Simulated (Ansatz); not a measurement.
## Frequency calculation of SiNH7S

The run: frequency calculation of SiNH7S. Method and program: RKS LDA/6-31G* (Ansatz 0.2.0).

It belongs to a series of runs on one base structure; here: vibrations at the highest image of the band. Figures and captions count atoms from 1; the log counts them from 0 in places.

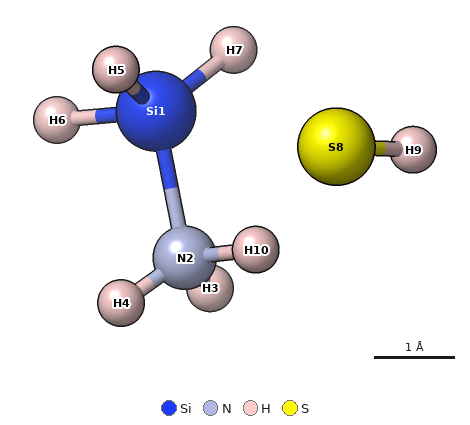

Figure 1. The structure (ball-and-stick view, seen at a tilt; atoms are numbered from 1 in the order of the input). Bond lengths as drawn: H–N 1.03 to 1.17 Å, H–S 1.36 Å, H–Si 1.49 to 1.52 Å and N–Si 1.87 Å.

Input
```yaml
crystal:
  periodic: [false, false, false]
  atoms:
    - { symbol: Si, position_ang: [0.064697, -0.029722, 0.086505] }
    - { symbol: "N", position_ang: [0.127553, -0.180184, 1.949389] }
    - { symbol: H, position_ang: [-0.799527, -0.354252, 2.369556] }
    - { symbol: H, position_ang: [0.553088, 0.636964, 2.418146] }
    - { symbol: H, position_ang: [1.401837, 0.270705, -0.49448] }
    - { symbol: H, position_ang: [-0.677342, 1.29962, 0.054887] }
    - { symbol: H, position_ang: [-0.874425, -0.989492, -0.558861] }
    - { symbol: S, position_ang: [1.475875, -2.379975, 0.783214] }
    - { symbol: H, position_ang: [0.412902, -3.221517, 0.936989] }
    - { symbol: H, position_ang: [0.786343, -1.147746, 1.948257] }
basis:
  gaussian: { orbitals: "6-31G*" }
hamiltonian:
  xc: lda
phonons: {}
```

Hardware: 1 thread of Arm Neoverse V2, 24 GiB of memory available, shared host.

Command:
```bash
ansatz run input.yaml --threads 1 --pin off --max-ram 2048MiB --backend cpu --events-out ev --progress --plain --runs-dir out
```

Output
```
Engine: ansatz 0.2.0, aarch64-unknown-linux-gnu
Functional definition: SPW92
  exchange = slater_x
  correlation = pw_c
920 factors; their error is unknown
mean field evaluation 1: about -20226.8814 eV, gradient 5.2e1 eV
mean field evaluation 2: about -20216.8792 eV, gradient 8.3e1 eV
mean field evaluation 4: about -20232.5740 eV, gradient 5.0e0 eV
mean field evaluation 8: about -20232.6526 eV, gradient 3.4e-2 eV
mean field evaluation 16: about -20232.5947 eV, gradient 1.9e-5 eV
mean field -20232.59468294 eV, -743.5341404529 hartree, gradient 1.9e-5 eV, S^2 0.000000; 0 other end points of the search recorded, 0 dependent functions left out
the calculation of the forces begins
reference -20232.59471460 eV, -743.5341416163 hartree; 22, 22 occupied and 45, 45 virtual orbitals, 920 factors
these checks for a lower state are left out or cut short: stability, starts, cluster_reference, orbital_swaps, neighbouring_geometries, increment
920 factors; their error is unknown
mean field -20232.59455254 eV, -743.5341356607 hartree, gradient 1.8e-6 eV, S^2 0.000000; 0 other end points of the search recorded, 0 dependent functions left out
[... from here on the field's lines of each further geometry are left out, up to the last ...]
the calculation of the forces begins
reference -20232.59469850 eV, -743.5341410248 hartree; 22, 22 occupied and 45, 45 virtual orbitals, 920 factors
these checks for a lower state are left out or cut short: stability, starts, cluster_reference, orbital_swaps, neighbouring_geometries, increment
920 factors; their error is unknown
mean field -20232.59466704 eV, -743.5341398684 hartree, gradient 1.7e-6 eV, S^2 0.000000; 0 other end points of the search recorded, 0 dependent functions left out
the calculation of the forces begins
reference -20232.59469869 eV, -743.5341410318 hartree; 22, 22 occupied and 45, 45 virtual orbitals, 920 factors
WARN: phonons: modes at or below zero, which the zero-point energy, F, S and C_V leave out: 1, the lowest at -225.94 cm⁻¹. A minimum has none, and a first-order saddle one
Total energy: -20232.59471460 eV, -743.5341416163 hartree
Atom 0 at     0.064697    -0.029722     0.086505 Å, force    -0.011617    -0.018017     0.001625 eV/Å
Atom 1 at     0.127553    -0.180184     1.949389 Å, force     0.003976     0.001007    -0.003496 eV/Å
Atom 2 at    -0.799527    -0.354252     2.369556 Å, force    -0.000494     0.007189     0.001051 eV/Å
Atom 3 at     0.553088     0.636964     2.418146 Å, force    -0.000449     0.001233     0.003656 eV/Å
Atom 4 at     1.401837     0.270705    -0.494480 Å, force     0.004015    -0.001586     0.003649 eV/Å
Atom 5 at    -0.677342     1.299620     0.054887 Å, force     0.000356     0.003169    -0.000083 eV/Å
Atom 6 at    -0.874425    -0.989492    -0.558861 Å, force    -0.003289     0.004775    -0.004047 eV/Å
Atom 7 at     1.475875    -2.379975     0.783214 Å, force     0.011966     0.002287    -0.000821 eV/Å
Atom 8 at     0.412902    -3.221517     0.936989 Å, force    -0.002625     0.006087    -0.001494 eV/Å
Atom 9 at     0.786343    -1.147746     1.948257 Å, force    -0.001839    -0.006145    -0.000041 eV/Å
Dipole moment:    -0.698063     0.742056     0.618588 e Å
Vibrations: -225.94 147.42 287.64 352.54 371.51 447.03 453.68 559.51 615.14 751.51 850.05 863.34 941.62 983.64 1044.76 1480.23 1524.84 1759.66 2060.36 2207.94 2252.83 2595.87 3353.44 3461.93 cm⁻¹, zero-point energy 1.820491 eV
```

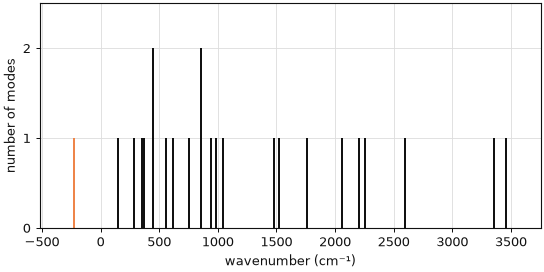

Figure 2. Harmonic vibrational wavenumbers from the force constants; neighbouring modes closer than 17 cm⁻¹ are counted in one stick, and imaginary ones are drawn at negative wavenumbers. 24 modes from 226i to 3462 cm⁻¹, 1 imaginary beyond 8i (226i cm⁻¹): a first-order saddle point, if the geometry is stationary.

Key numbers

- outcome: converged
- total energy: −20232.5947 eV
- mean-field energy: −20232.5947 eV
- largest force (length of the vector): 0.021 eV/Å
- wall time: 53 s
- peak memory: 0.1 GiB
